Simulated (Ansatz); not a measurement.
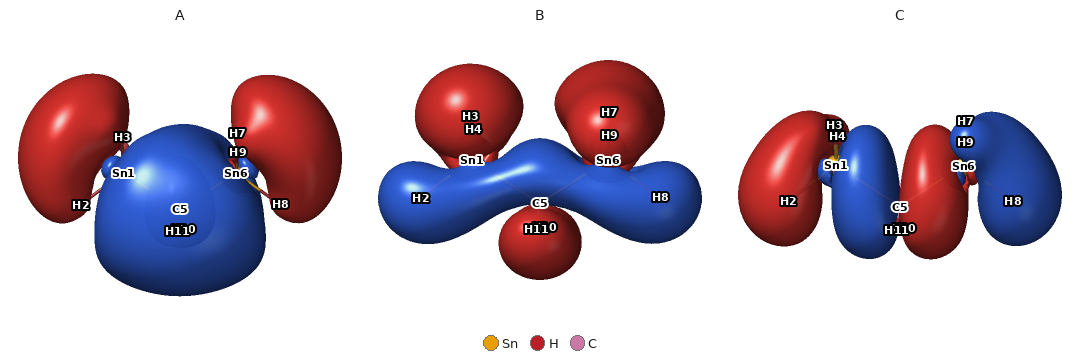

Figure 1: CH8Sn2 ((H3Sn)2CH2). Three frontier orbitals at ±0.04 Å⁻³ᐟ² (blue and red are the two phases), in no order.

Geometry: PBE0-D4/def2-SVP; core potentials replace the inner electrons of Sn.

These are results of RKS PBE0-D4/def2-TZVP (Ansatz 0.2.0), not measurements.

| atom | x (Å) | y (Å) | z (Å) |
| --- | --- | --- | --- |
| Sn | 1.2763 | 0.9272 | 0.9325 |
| H | 1.7629 | 2.5727 | 0.9875 |
| H | 0.6160 | 0.4835 | 2.4534 |
| H | 2.6395 | -0.0593 | 0.6012 |
| C | -0.2017 | 0.6344 | -0.6076 |
| Sn | -1.1591 | -1.2959 | -0.5788 |
| H | 0.0291 | -2.5235 | -0.4139 |
| H | -2.0332 | -1.5496 | -2.0347 |
| H | -2.2363 | -1.3729 | 0.7538 |
| H | 0.2840 | 0.7739 | -1.5860 |
| H | -0.9775 | 1.4095 | -0.5074 |

Q: Which picture is the HOMO−1, the HOMO and the LUMO?

A: B is the HOMO−1 (−8.58 eV). Its weight (Hirshfeld) is mainly on C5 (about 20 %), Sn1 (about 15 %), Sn6 (about 15 %), H7 (about 10 %) and H3 (about 10 %). C is the HOMO (−7.97 eV). Its weight (Hirshfeld) is mainly on C5 (about 35 %), Sn1 (about 20 %), Sn6 (about 20 %), H2 (about 10 %) and H8 (about 10 %). A is the LUMO (−0.27 eV). It lies mainly on Sn1 (about 30 %), Sn6 (about 30 %) and C5 (about 15 %).

Q: What is the HOMO–LUMO gap?

A: 7.70 eV between the orbital energies.
